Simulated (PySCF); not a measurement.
# C3H8OSi (SMILES C/C=C/O[SiH3]): what the fields show

The calculation's input:

```
{"job": {"kind": "nmr", "xc": "PBE0", "basis": "pcSseg-1"}, "charge": 0, "multiplicity": 1}
C     -2.242045     0.112852     0.345289
C     -0.758859     0.116491     0.175251
C     -0.078763    -0.859747    -0.436453
O      1.257745    -0.918048    -0.624718
Si     2.387270     0.243624    -0.184959
H     -2.707286     0.992631    -0.130262
H     -2.528116     0.140806     1.410198
H     -2.695438    -0.786030    -0.099195
H     -0.210328     0.976002     0.582221
H     -0.588017    -1.736118    -0.854177
H      3.694005    -0.284595    -0.654992
H      2.077885     1.548288    -0.843057
H      2.399765     0.431996     1.296668
```

Run with:

```sh
OMP_NUM_THREADS=1 python probes_run.py task.json out
```

Geometry: PBE0-D3(BJ)/def2-SVP.

The calculation used PBE0/pcSseg-1, SCF density, gas phase, non-relativistic in PySCF 2.14.0.

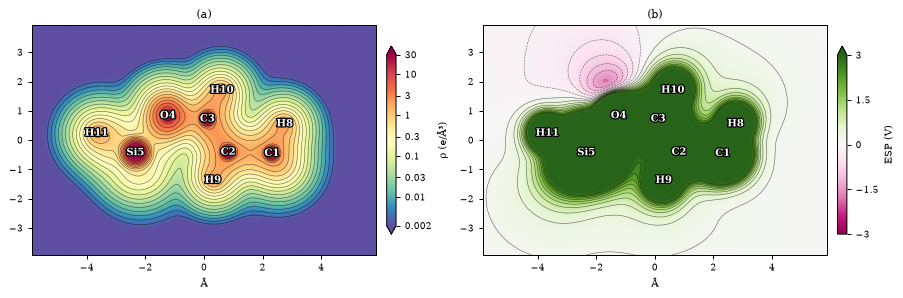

Figure 1. (a) total electron density; (b) molecular electrostatic potential on the plane of atoms C1, C2 and C3.

**Describe what can be read from this map.**

- The plane passes through C, O, Si and H nuclei.
- C–C (1.34 Å): ρ at the midpoint is about 2.3 e/Å³.
- C–O (1.35 Å): ρ is about 2.3 e/Å³ halfway, with its minimum of 1.9 e/Å³ about 0.5 Å from C.
- Si–O (1.68 Å): the density is about 1 e/Å³ at the midpoint.
- C–H (1.10 Å): ρ is about 2 e/Å³ halfway.
- C–C (1.49 Å): the density is about 1.7 e/Å³ at the midpoint.
- Outside the dense part of the molecule the potential is most negative (−1.6 V) near O4.

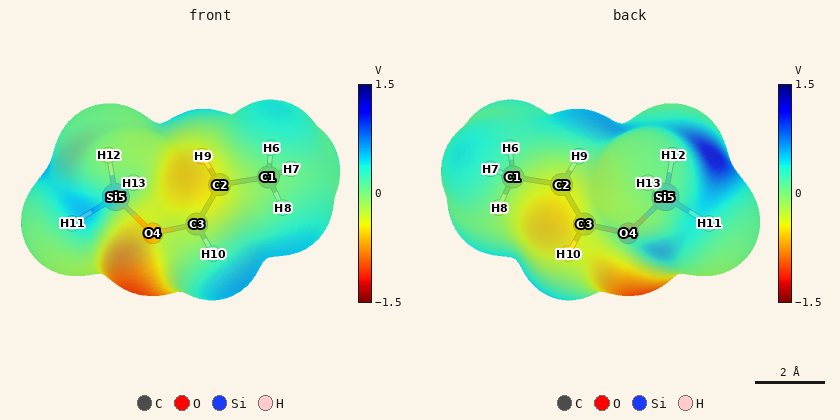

Figure 2. The molecular electrostatic potential painted on the density surface at 0.001 e/bohr³, seen from the front and from behind; red is negative and blue positive.

**Describe the electrostatic potential map.**

The most negative region (about −1.0 V) lies over O4, the most positive (about +1.2 V) over Si5. O4 is the likeliest acceptor of a hydrogen bond.

**How polar is the molecule by this calculation?**

Its dipole moment is 0.81 D.
